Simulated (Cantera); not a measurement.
Input: 1 mol Cu2O, 4.3 mol CH4, 9.7 mol H2, held at 1 atm.

Method: chemical equilibrium by Gibbs-energy minimisation in Cantera with the NASA 1993 tables (ideal gas, pure condensed phases). Candidate condensed phases: C, C6H6, C7H8, C8H18, Cu, CuO, Cu(OH)2, Cu2O, H2O; 113 gas species. Kinetics and transport are ignored.

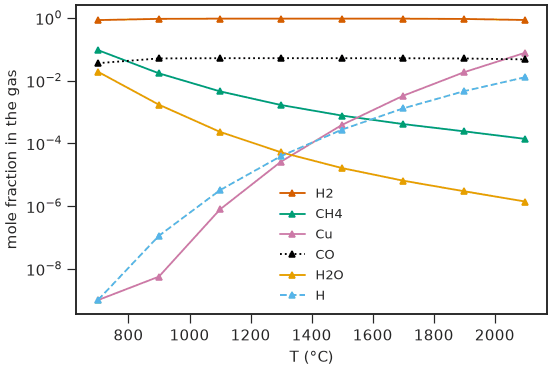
Equilibrium gas composition (values under 1e-9 drawn at 1e-9)

Task: Read off the mole fractions at 2100 °C.

Result: H2 about 0.86, Cu about 0.078, CO about 0.047, H about 0.013, CH4 about 0.00014, H2O about 1.4e-6.
